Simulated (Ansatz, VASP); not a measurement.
# Cross-check of OsPd between VASP and Ansatz, part 2 of 2

Wanted: the spread between two codes on one cell, functional and k mesh. The cell is invented: As first built, before any earlier steps moved the atoms: it takes the Pt structure with all of its atoms replaced by other elements, volume scaled by an estimate. It may not be a known or stable phase. The cell comes out of the VASP series on this material, whose earlier steps may have relaxed, scaled or displaced it; both programs get it as it stands.

VASP 6.6.1 and Ansatz 0.2.0.

So far. Step 2 (VASP: band structure, r2SCAN): The run ends at a pressure of 0.08 GPa.

## Step 5: VASP: band structure, r2SCAN, spin-orbit coupling

Level of this step: r2SCAN, spin-orbit coupling; plane waves and PAW (Os, Pd); invented cell (VASP).

Levels along a path test the potential and the projectors away from the mesh points.

Contents of INCAR:

```
SYSTEM = OsPd
PREC = Accurate
ENCUT = 400
EDIFF = 1E-06
NELM = 100
ISMEAR = 1
SIGMA = 0.2
LREAL = .FALSE.
ALGO = Normal
METAGGA = R2SCAN
LASPH = .TRUE.
LNONCOLLINEAR = .TRUE.
MAGMOM = 0 0 0 0 0 0
NBANDS = 30
GGA_COMPAT = .FALSE.
LSORBIT = .TRUE.
LMAXMIX = 4
LORBIT = 11
LWAVE = .FALSE.
LCHARG = .FALSE.
```

Contents of POSCAR:

```
OsPd
1.0
    2.6771965553      0.0000000000      0.0000000000
    0.0000000000      2.6771965553      0.0000000000
    0.0000000000      0.0000000000      4.0082722566
Os Pd
1 1
Direct
    0.0000000000      0.0000000000      0.0000000000
    0.5000000000      0.5000000000      0.5000000000
```

Contents of KPOINTS:

```
Automatic mesh
0
Gamma
7 7 5
0 0 0
```

Contents of KPOINTS_OPT:

```
Line mode
16
Line-mode
Reciprocal
  0.00000000   0.00000000   0.00000000 GAMMA
  0.00000000   0.50000000   0.00000000 X

  0.00000000   0.50000000   0.00000000 X
  0.50000000   0.50000000   0.00000000 M

  0.50000000   0.50000000   0.00000000 M
  0.00000000   0.00000000   0.00000000 GAMMA

  0.00000000   0.00000000   0.00000000 GAMMA
  0.00000000   0.00000000   0.50000000 Z

  0.00000000   0.00000000   0.50000000 Z
  0.00000000   0.50000000   0.50000000 R

  0.00000000   0.50000000   0.50000000 R
  0.50000000   0.50000000   0.50000000 A

  0.50000000   0.50000000   0.50000000 A
  0.00000000   0.00000000   0.50000000 Z

  0.00000000   0.50000000   0.00000000 X
  0.00000000   0.50000000   0.50000000 R

  0.50000000   0.50000000   0.00000000 M
  0.50000000   0.50000000   0.50000000 A
```

PAW data sets: Os and Pd (PBE family, release 64).

Launch:

```
$ mpirun -np 1 vasp_ncl
```

Numbers of over 12 decimals in the logs are rounded to 6 here.

The log of the run:

```text
[banner, memory and clock lines left out]
running    1 mpi-ranks, on    1 nodes
[...]
[... a notice as in an earlier step ...]

 LDA part: xc-table for (None), standard interpolation
 POSCAR, INCAR and KPOINTS ok, starting setup
[...]
entering main loop
       N       E                     dE             d eps       ncg     rms          rms(c)
DAV:   1     0.409813057572E+02    0.40981E+02   -0.77034E+03  1920   0.973E+02
DAV:   2    -0.760150151941E+02   -0.11700E+03   -0.10883E+03  1878   0.308E+02
DAV:   3    -0.800752876742E+02   -0.40603E+01   -0.39583E+01  2158   0.565E+01
DAV:   4    -0.801261459226E+02   -0.50858E-01   -0.50806E-01  2174   0.658E+00
[...]
DAV:  11    -0.755476686596E+02    0.88009E-04   -0.86823E-04  2066   0.290E-01    0.570E-02
DAV:  12    -0.755476529114E+02    0.15748E-04   -0.35035E-05  2186   0.758E-02    0.313E-02
DAV:  13    -0.755476520936E+02    0.81778E-06   -0.74935E-06  2358   0.291E-02
   1 F= -.75547652E+02 E0= -.75544199E+02  d E =-.103606E-01  mag=    -0.0000     0.0000     0.0000
 Start KPOINTS_OPT (optional k-point list driver)
k-point batch [1-30\144]
       N       E                     dE             ncg
DAV:   1     0.705153484344E+04   -0.57549E+04     1832
DAV:   2     0.338632876916E+04   -0.36652E+04     1878
DAV:   3     0.325617655696E+04   -0.13015E+03     2136
DAV:   4     0.325446761353E+04   -0.17089E+01     2302
DAV:   5     0.325442310684E+04   -0.44507E-01     2230
DAV:   6     0.325442112302E+04   -0.19838E-02     2602
DAV:   7     0.325442109823E+04   -0.24792E-04     2028
DAV:   8     0.325442109778E+04   -0.45450E-06     1508
[...]
k-point batch [121-144\144]
       N       E                     dE             ncg
DAV:   1     0.921417395512E+04   -0.12567E+05     1544
DAV:   2     0.647691932670E+04   -0.27373E+04     1508
DAV:   3     0.636994085641E+04   -0.10698E+03     1732
DAV:   4     0.636848984690E+04   -0.14510E+01     1872
DAV:   5     0.636845445718E+04   -0.35390E-01     1818
DAV:   6     0.636845287509E+04   -0.15821E-02     2128
DAV:   7     0.636845284920E+04   -0.25888E-04     1680
DAV:   8     0.636845284898E+04   -0.22130E-06     1240
```

Parts of OUTCAR (step 5):

```text
  Total        0.1768983      0.1768983      0.0577944      0.0000000      0.0000000      0.0000000
  in kB        9.8654425      9.8654425      3.2231332      0.0000000      0.0000000      0.0000000
  external PRESSURE =       7.6513394 kB  Pullay stress =       0.0000000 kB

 POSITION                                       TOTAL-FORCE (eV/Angst)
 -----------------------------------------------------------------------------------
      0.00000      0.00000      0.00000         0.000000      0.000000      0.000000
      1.33860      1.33860      2.00414         0.000000      0.000000      0.000000
 -----------------------------------------------------------------------------------
    total drift:                                0.000000      0.000000      0.000000

  FREE ENERGIE OF THE ION-ELECTRON SYSTEM (eV)
  ---------------------------------------------------
  free  energy   TOTEN  =       -75.5476520936 eV

  energy  without entropy=      -75.5372915280  energy(sigma->0) =      -75.54419857

 magnetization (x)
# of ion       s       p       d       tot
------------------------------------------
    1        0.000  -0.000   0.000  -0.000
    2        0.000   0.000  -0.000   0.000
--------------------------------------------------
tot          0.000  -0.000  -0.000   0.000

 magnetization (y)
# of ion       s       p       d       tot
------------------------------------------
    1        0.000   0.000   0.000   0.000
    2       -0.000  -0.000   0.000  -0.000
--------------------------------------------------
tot         -0.000  -0.000   0.000  -0.000

 magnetization (z)
# of ion       s       p       d       tot
------------------------------------------
    1        0.000   0.000   0.000   0.000
    2       -0.000  -0.000  -0.000  -0.000
--------------------------------------------------
tot         -0.000  -0.000  -0.000  -0.000

[... 1 part as in an earlier step ...]

[... 2 further parts left out ...]
[key lines of the parts left out:]
E-fermi :   9.6710
```

The run ends at a pressure of 0.77 GPa.

## Step 6: Ansatz: band structure, r2SCAN, spin-orbit coupling

The same cell, functional, mesh and smearing now go to Ansatz, which takes its cutoff from its data sets.

The cell comes out of the VASP series on this material, whose earlier steps may have relaxed, scaled or displaced it; both programs get it as it stands.

Contents of input.yaml:

```yaml
crystal:
  lattice:
    - [2.6771965553, 0.0, 0.0]
    - [0.0, 2.6771965553, 0.0]
    - [0.0, 0.0, 4.0082722566]
  atoms:
    - { symbol: Os, position: [0.0, 0.0, 0.0] }
    - { symbol: Pd, position: [0.5, 0.5, 0.5] }
hamiltonian:
  xc: r2scan
  pseudopotentials: { kind: paw_fr }
magnetization:
  noncollinear: true
  spin_orbit: true
kpoints:
  mp_grid: { grid: [7, 7, 5] }
  band_path:
    path:
      - [0.0, 0.0, 0.0]
      - [0.0, 0.13333, 0.0]
      - [0.0, 0.3, 0.0]
      - [0.0, 0.46667, 0.0]
      - [0.1, 0.5, 0.0]
      - [0.26667, 0.5, 0.0]
      - [0.43333, 0.5, 0.0]
      - [0.43333, 0.43333, 0.0]
      - [0.26667, 0.26667, 0.0]
      - [0.1, 0.1, 0.0]
      - [0.0, 0.0, 0.03333]
      - [0.0, 0.0, 0.2]
      - [0.0, 0.0, 0.36667]
      - [0.0, 0.0, 0.5]
      - [0.0, 0.16667, 0.5]
      - [0.0, 0.3, 0.5]
      - [0.0, 0.46667, 0.5]
      - [0.1, 0.5, 0.5]
      - [0.26667, 0.5, 0.5]
      - [0.43333, 0.5, 0.5]
      - [0.43333, 0.43333, 0.5]
      - [0.26667, 0.26667, 0.5]
      - [0.1, 0.1, 0.5]
      - [0.0, 0.5, 0.03333]
      - [0.0, 0.5, 0.2]
      - [0.0, 0.5, 0.36667]
      - [0.5, 0.5, 0.0]
      - [0.5, 0.5, 0.16667]
      - [0.5, 0.5, 0.33333]
      - [0.5, 0.5, 0.5]
    npoints: 1
scf:
  occupations: { method: methfessel_paxton, width: 0.2 }
  n_extra_bands: 14
output:
  forces: true
  stress: true
  eigenvalues: true
```

Launch:

```
$ ansatz run input.yaml --threads 2 --pin off --max-ram 4608MiB --backend cpu --events-out ev --progress --plain --runs-dir out
```

The log of the run:

```text
[...]
non-collinear run that drives no moment, with spin-orbit: no starting moment large enough to seed its density (crystal.atoms[].spin), no starting occupations that ask for one, no magnetisation constraint and no magnetic field, so the semilocal B_xc is pinned to zero
Crystal: 2 atoms, lattice volume = 28.729 Å³
[...]
k-point 1: bands = [... 30 lower, 21.4419, 21.4419, 22.8877, 22.8877, 23.8487, 23.8487, 24.0478, 24.0478, ... 10 higher]
  k-point 2: bands = [... 30 lower, 20.8197, 20.8197, 21.5076, 21.5076, 22.8532, 22.8532, 23.1571, 23.1571, ... 10 higher]
  k-point 29: bands = [... 30 lower, 22.4535, 22.4535, 22.7743, 22.7743, 25.6331, 25.6331, 28.9964, 28.9964, ... 10 higher]
[key lines of the parts left out:]
SCF converged after 9 iterations
Magnetization: |M| = 0.0000 μB,  M = (+0.0000, +0.0000, +0.0000) μB
Free energy (F): -18350.656798 eV
Fermi energy:    22.903844 eV
P = ⅓ Tr σ = 0.1826 GPa (1.826 kbar)
```

It took 12 s on 2 threads of Arm Neoverse V2, shared host; peak memory 0.52 GiB.

## Step 7: Differences

What differs besides the data sets and the points named for the pairs above, as far as they apply: spin-orbit coupling enters by fully relativistic files in Ansatz and inside the spheres in VASP; the data sets hold 34 valence electrons in Ansatz (fully relativistic PAW (standard-fr) files) and 18 in VASP. Total energies have different zeros and are not compared.

Compared:

```
      quantity  Ansatz  VASP  difference
pressure (GPa)    0.18  0.77       -0.58
```

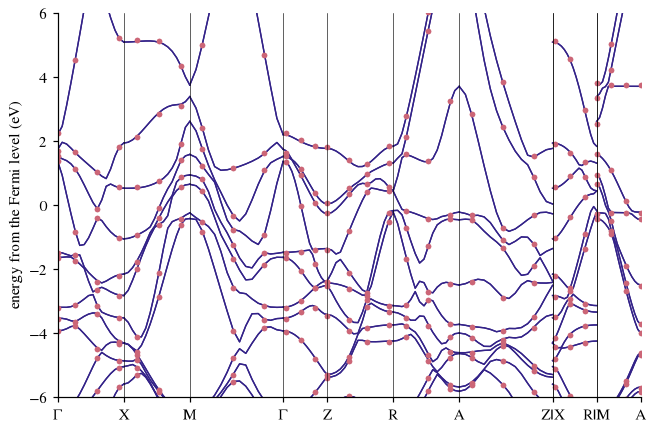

Bands from VASP (lines) and levels from Ansatz (dots). Dots without a line are higher empty bands that the VASP plot leaves out.

Levels from 3 eV below to 2 eV above the Fermi level differ by 22 meV r.m.s. and 64 meV at most; each VASP level is matched to the nearest of Ansatz, which flatters the figure a little. Ansatz's pressure holds a Pulay correction of 0.19 GPa; VASP's holds none.

## Step 8: Outcome

| Item | Value |
| --- | --- |
| r.m.s. difference of levels near the Fermi level (band structure, r2SCAN) | 16 meV |
| difference in pressure (band structure, r2SCAN) | -0.69 GPa |
| r.m.s. difference of levels near the Fermi level (band structure, r2SCAN, spin-orbit coupling) | 22 meV |
| difference in pressure (band structure, r2SCAN, spin-orbit coupling) | -0.58 GPa |

In words: The difference in pressure is -0.69 GPa (band structure, r2SCAN), within the 1 GPa picked in this series as the mark of a large difference. How closely two codes agree says nothing of how well the functional describes the real material.

[Lines on the potential files, build, host, timing and source positions are cut from VASP's logs without a mark.]

[Logs are printed without paths, hosts, clocks, repeated set-up lines and the standing remarks that a program may print on its own settings, such as how far it seeks lower states.]

[Hosts, paths, dates, database ids (printed as entryN), source tags and the programs' standing remarks are cut or masked in the printed files.]
